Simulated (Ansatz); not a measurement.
CH7BSi (BH2(CH2SiH3))

| atom | x (Å) | y (Å) | z (Å) |
| --- | --- | --- | --- |
| B | 0.7139 | 1.1897 | -0.6515 |
| H | 1.9036 | 1.2026 | -0.5076 |
| H | 0.1160 | 2.2269 | -0.5969 |
| C | -0.0378 | -0.1363 | -0.8136 |
| Si | -0.4689 | -0.7379 | 0.9324 |
| H | -1.0059 | -0.0586 | -1.3184 |
| H | 0.5535 | -0.9521 | -1.2410 |
| H | 0.7609 | -0.9554 | 1.7374 |
| H | -1.3322 | 0.2465 | 1.6350 |
| H | -1.2031 | -2.0255 | 0.8242 |

Geometry: PBE0-D4/def2-TZVP.

Computed with Ansatz, RKS PBE0-D4/def2-TZVP.

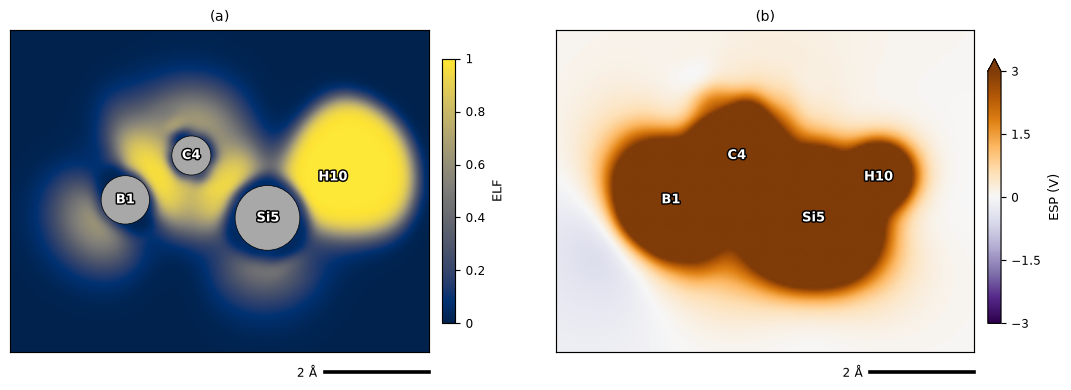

Figure 1. (a) electron localisation function; (b) molecular electrostatic potential on the plane of atoms B1, C4 and Si5. Grey discs cover the atomic cores in the ELF map.

### Describe what can be read from this map.

- The section cuts through B, C, Si and H sites.
- C–B (1.53 Å): the ELF peaks at about 0.95 between the atoms: a covalent bond.
- C–Si (1.90 Å): the ELF peaks at about 0.95 between the atoms, as expected for localised, covalent bonding.
- Si–H (1.49 Å): the ELF climbs to about 1 towards the hydrogen, as it does in any bond to H.
- Outside the dense part of the molecule the potential is most negative (−0.5 V) near H3, which lies off the plane.

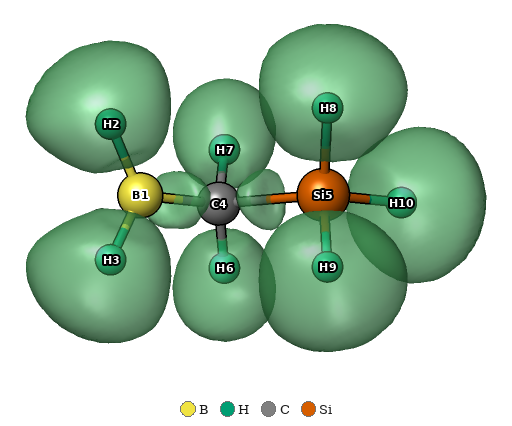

Figure 2. Isosurface of the electron localisation function at 0.85 (green), seen from one side. Only the valence region is drawn (cores and ρ < 0.01 e/Å³ removed).

### Describe the localisation domains.

The surface consists of one region between bonded B–C atoms (shared pairs), one region between bonded C–Si atoms (shared pairs) and seven regions around hydrogen nuclei.

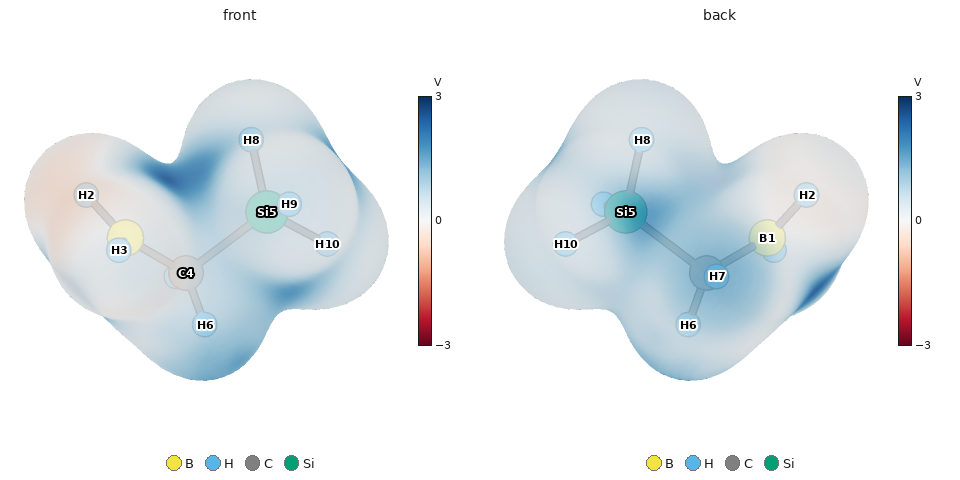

Figure 3. The electrostatic potential painted on the density surface at 0.004 e/bohr³, seen from the front and from behind; the colour scale runs from red (negative) to blue (positive).

### Describe the electrostatic potential map.

The most negative region (about −0.4 V, or −9 kcal/mol for a unit charge) lies over H2, the most positive (about +2.4 V, or +55 kcal/mol for a unit charge) over B1.

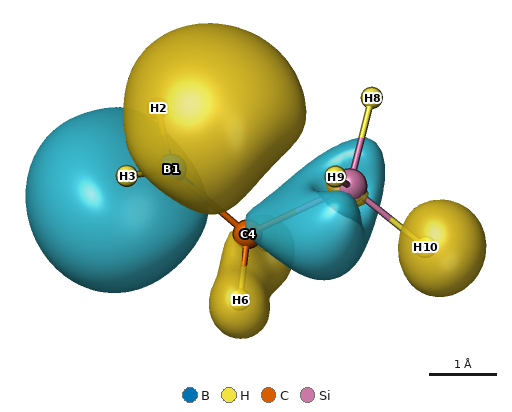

Figure 4. The LUMO at ±0.08 Å⁻³ᐟ² (yellow and cyan are the two phases), seen at a tilt.

### What is the character of this orbital?

By Hirshfeld shares it lies mainly on B1 (about 55 %), Si5 (about 15 %), C4 (about 10 %), H2 (about 5 %) and H3 (about 5 %). Its energy is −1.37 eV.
